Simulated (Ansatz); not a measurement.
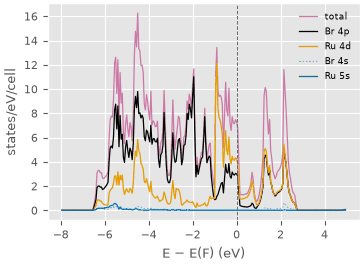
Total and projected density of states of RuBr₃ in space group P6_3/mcm (No. 193; Ru on 2b, Br on 6g), LDA in the plane-wave PAW code Ansatz

**Question.** Which orbitals carry the states next to the Fermi level?

**Answer.** Within 0.5 eV of the Fermi level: Ru 4d 60 %, Br 4p 38 %. Projections are on Löwdin-orthogonalised atomic valence shells; empty p or d shells of many metals are not among them.

**Question.** Where is the tallest occupied peak in this window, and what makes it?

**Answer.** Near -4.5 eV, about 16 states/eV per cell; the largest projected share is Br 4p.

The workflow started from an entry of the Crystallography Open Database (COD, 293 K), which files this formula under 2 space groups. Whether it is the stable phase at ambient conditions was not checked. The cell was relaxed with LDA under the symmetry of its start; whether a distortion lowers the energy is not shown. No spin polarisation was allowed. A crystal of weakly bound chains computed without a dispersion correction: the cell and the soft elastic constants depend strongly on that. Spin–orbit coupling is left out wherever it is not named.

Potentials: the later of the program's two PAW sets.
